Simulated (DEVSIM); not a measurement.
System: abrupt CdTe p-n junction, at 300 K.

```
layer (left to right)  material  thickness (μm)  Nd (cm⁻³)  Na (cm⁻³)  τn (s)  τp (s)
---------------------  --------  --------------  ---------  ---------  ------  ------
1                          CdTe            13.0          -     3.2e15  7.7e-9  7.7e-9
2                          CdTe           0.180     2.3e17          -  7.7e-9  7.7e-9
```

Left contact: ohmic. Right contact: ohmic. Voltage is applied to the left contact. Recombination: SRH at mid-gap, radiative. Mobility is μmin + (μ − μmin)/(1 + (N/Nref)^α).

The device is made up for the run: typed textbook-type constants, with dimensions and the other settings drawn at random. Values at 300 K.

```tsv
parameter	CdTe
gap (eV)	1.5
affinity (eV)	4.28
permittivity	10.2
Nc (cm⁻³)	8e17
Nv (cm⁻³)	1.8e19
μn (cm²/Vs)	1000
μp (cm²/Vs)	80
μn,min	100
μp,min	10
Nref,n	1e17
Nref,p	1e17
αn	0.6
αp	0.6
B (cm³/s)	1e-10
```

Simulated with DEVSIM: 1D drift-diffusion, Boltzmann statistics, complete ionisation; no tunnelling, impact ionisation, image-force lowering or self-heating.

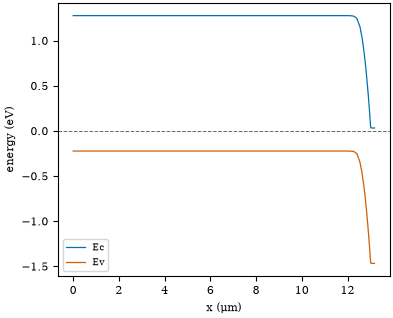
Band edges at zero bias

Energies count from the Fermi level of the right contact; mesh points crowd at the junctions.

```tsv
x (μm)	Ec (eV)	Ev (eV)	n (cm⁻³)	p (cm⁻³)	field (V/cm)
0.000	1.277	-0.223	< 1e2	3.2e15	≈ 0
0.02209	1.277	-0.223	< 1e2	3.2e15	≈ 0
0.06443	1.277	-0.223	< 1e2	3.2e15	≈ 0
0.1456	1.277	-0.223	< 1e2	3.2e15	≈ 0
0.3745	1.277	-0.223	< 1e2	3.2e15	≈ 0
0.7400	1.277	-0.223	< 1e2	3.2e15	≈ 0
1.441	1.277	-0.223	< 1e2	3.2e15	≈ 0
3.417	1.277	-0.223	< 1e2	3.2e15	≈ 0
6.500	1.277	-0.223	< 1e2	3.2e15	≈ 0
9.621	1.277	-0.223	< 1e2	3.2e15	≈ 0
11.25	1.277	-0.223	< 1e2	3.2e15	≈ 0
12.27	1.272	-0.228	< 1e2	2.7e15	-660
12.63	1.040	-0.460	< 1e2	3.3e11	-15000
12.82	0.646	-0.854	1.1e7	82000	-26000
12.94	0.297	-1.203	8.1e12	< 1e2	-33000
12.98	0.154	-1.346	2.1e15	< 1e2	-36000
13.00	0.073	-1.427	4.8e16	< 1e2	-41000
13.02	0.036	-1.464	2.0e17	< 1e2	-5000
13.07	0.032	-1.468	2.3e17	< 1e2	-17
13.12	0.032	-1.468	2.3e17	< 1e2	≈ 0
13.15	0.032	-1.468	2.3e17	< 1e2	≈ 0
13.18	0.032	-1.468	2.3e17	< 1e2	≈ 0
```
